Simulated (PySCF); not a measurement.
Consider C4H5F3N (charge +1).

The calculation's input:

```
{"job": {"kind": "nmr", "xc": "PBE0", "basis": "pcSseg-1"}, "charge": 1, "multiplicity": 1}
C      2.439527     0.514073     0.794016
C      1.248610     0.011359     0.278638
N      0.282511    -0.433677    -0.165351
C     -0.957216    -0.838474    -0.624106
C     -2.050515     0.145870    -0.120740
F     -3.237244    -0.231521    -0.551713
F     -2.061008     0.183901     1.210103
F     -1.798894     1.378478    -0.556515
H      2.318611     0.742388     1.858472
H      2.718934     1.431953     0.266277
H      3.245934    -0.217603     0.680991
H     -0.967076    -0.843951    -1.721425
H     -1.186563    -1.842311    -0.244967
```

Command:

```sh
OMP_NUM_THREADS=1 python probes_run.py task.json out
```

Geometry: GFN2-xTB.

Method: PBE0/pcSseg-1, SCF density, gas phase, non-relativistic (PySCF 2.14.0).

### What will maps of the electron density and electron localisation function show?

C–N (1.15 Å): ρ at the midpoint is about 3.3 e/Å³; the ELF peaks at about 0.80 between the atoms (a multiple bond).
C–F (1.32 Å): ρ at the midpoint is about 2.5 e/Å³; the ELF peaks at about 0.85 between the atoms: a polar covalent bond.
C–C (1.39 Å): the density is about 2 e/Å³ at the midpoint; the ELF peaks at about 0.95 between the atoms, as expected for a covalent bond.
C–H (1.09 Å): the density is about 2 e/Å³ at the midpoint; the ELF climbs to about 1 towards the hydrogen, as it does in any bond to H; an ordinary covalent bond to hydrogen.

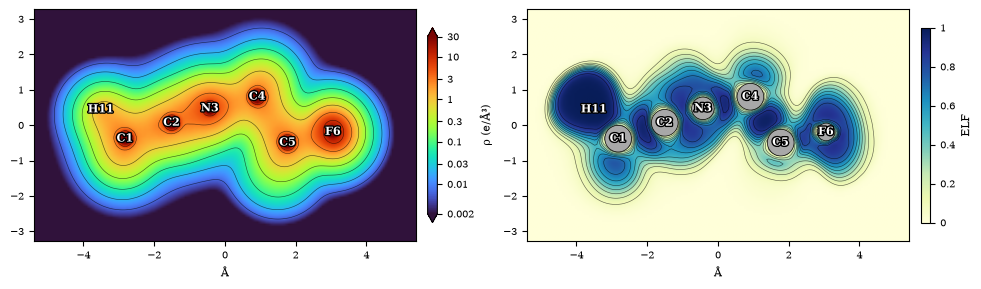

Computed electron density and electron localisation function on the plane of atoms N3, C4 and C5, in this order. Grey discs cover the atomic cores in the ELF map. 
